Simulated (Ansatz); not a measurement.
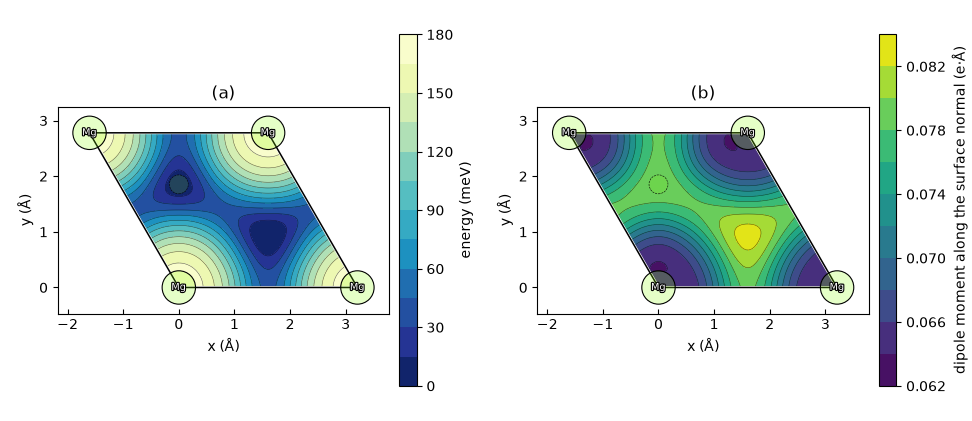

Mg on a Mg(001) slab cut from the P6_3/mmc phase, its upper half relaxed before the scan (16 atoms of substrate and one adsorbate in a 2 × 2 cell). Mg is moved over the surface cell; relaxed at each place: the height of the adsorbate's atoms; substrate rigid; the origin of the map has the adsorbate above Mg13. Places are given modulo a cell vector. The map is drawn in real space over the plane of the surface. Grid: 6 × 6 points; 10 points were computed and 26 follow by symmetry. Places are given in fractions of the 1 × 1 surface cell. All energies are given in meV relative to the lowest grid point. All numbers below come from DFT PBE, scalar-relativistic, plane waves, PAW (Ansatz). Settings: cutoff 420 eV, k-mesh 6×6×1, gaussian smearing 0.1 eV, no spin polarisation.

Panel (a) is the energy and panel (b) the computed dipole moment along the surface normal on the same grid.

The picture shows filled contours, labelled circles for the atoms of the top layer and small ones for the second layer, the outline of one cell of the plane. Between grid points the surface is interpolated.

Q: How does the dipole moment along the surface normal vary over the map, and what is it at the lowest grid point?

A: It runs from 0.06 e·Å at the top site over a surface Mg atom, (0/6, 0/6) of the cell vectors to 0.08 e·Å at a threefold hollow, (4/6, 2/6) of the cell vectors. At the lowest grid point, a threefold hollow, (4/6, 2/6) of the cell vectors, it is 0.08 e·Å.
